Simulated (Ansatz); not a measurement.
**A ladder of methods for BH2ClO (SMILES OBCl)**

BH2ClO has 5 atoms, charge 0, and is taken as a singlet. SMILES: `OBCl`. The shape was relaxed beforehand at B3LYP/def2-SVP. This is one conformer, not always the lowest.

```xyz
5

O    -0.8622   -0.6203   -0.0035
B     0.3798   -0.1359    0.1371
Cl    0.7927    1.5090   -0.3995
H    -1.4861   -0.0013   -0.4096
H     1.2257   -0.8252    0.6341
```

Each level gives the dissociation energy of the B2–O1 bond into doublet BHCl and doublet OH (shapes relaxed at B3LYP/def2-SVP, no zero-point term) (eV). The values are calculated.

| level | kind | program | value (eV) | CPU time (all runs) |
| --- | --- | --- | --- | --- |
| HF/def2-TZVPP | Hartree–Fock | Ansatz | 5.15 | 1.4 s |
| PBE/def2-TZVPP | GGA | Ansatz | 6.71 | 3.1 s |
| r2SCAN/def2-TZVPP | meta-GGA | Ansatz | 6.51 | 6.5 s |
| B3LYP/def2-TZVPP | global hybrid | Ansatz | 6.54 | 3.6 s |
| PBE0-D4/def2-TZVPP | global hybrid | Ansatz | 6.61 | 3.4 s |
| wB97M-V/def2-TZVPP | range-separated hybrid | Ansatz | 6.82 | 13 s |
| MP2/def2-TZVPP | perturbation theory | Ansatz | 6.96 | 1.9 s |

The values span 5.15 to 6.96 eV. Hartree–Fock misses the correlation of the electron pair that is broken and comes out low. Measured bond enthalpies also hold zero-point and thermal terms, a few tenths of an eV less. In so small a basis fixed costs decide the times, and correlated methods can beat functionals. Times are those of the runs behind each value, whatever else they computed, on shared processors of several kinds: orders of magnitude only.

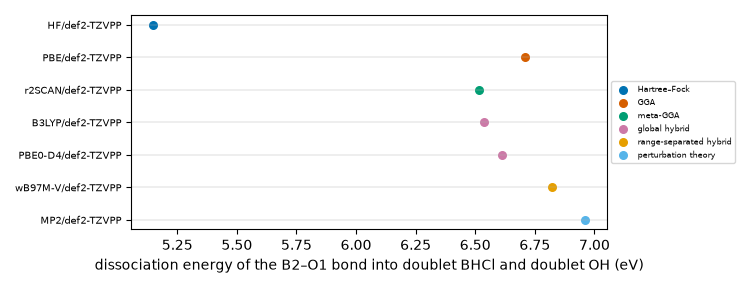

The values of the table, level by level.
